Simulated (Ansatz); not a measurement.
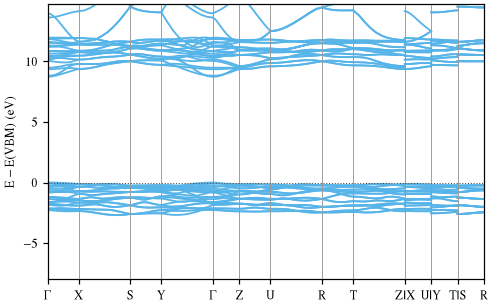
Fig. 1. Band structure from plane-wave PAW r²SCAN (Ansatz code)

Q: Read off the gap and where the band edges lie.

A: About 8.7 eV (8.72 eV by a search for the band edges); maximum at Γ, minimum at Γ.

The material is CaF$_{2}$ in space group Pnma (No. 62; Ca on 4c, F on 4c, F on 4c).

The first step of the workflow began from a Materials Project structure, measured or hypothetical; the Crystallography Open Database copy checked does not list it. It is not the phase usual at ambient conditions (space group No. 225). Symmetry was held in the r²SCAN relaxation; whether a distortion lowers the energy is not shown.

Potentials: the earlier of the program's two PAW sets. The files were generated under PBE; for other functionals the program regenerates the frozen cores, and for LDA and PBEsol the local potential too.
